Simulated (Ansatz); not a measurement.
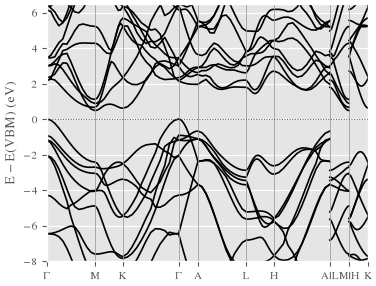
Figure: Band structure from DFT-PBE in the program Ansatz with PAW potentials

Question: Read off the gap and where the band edges lie.

Answer: About 0.5 eV (0.48 eV by a search for the band edges); maximum at Γ, minimum at M.

Question: Which of these materials gives this?
A) AlP, P6_222 (Al on 3d, P on 3c)
B) MgTe, wurtzite
C) BAs, P6_422 (B on 3c, As on 3d)

Answer: C, BAs, P6_422 (B on 3c, As on 3d)

The start of the workflow was typed in or built on a structure type; neither database checked (COD, Materials Project) lists it. It is not the phase usual at ambient conditions (space group No. 216). The cell was relaxed with PBE under the symmetry of its start; its stability against distortions is not shown here. Its formation energy is positive at this level, so the cell may be metastable or incomplete. Scalar-relativistic: spin–orbit coupling is off unless named, which matters more the heavier the elements.

Potentials: the earlier of the program's two PAW sets.
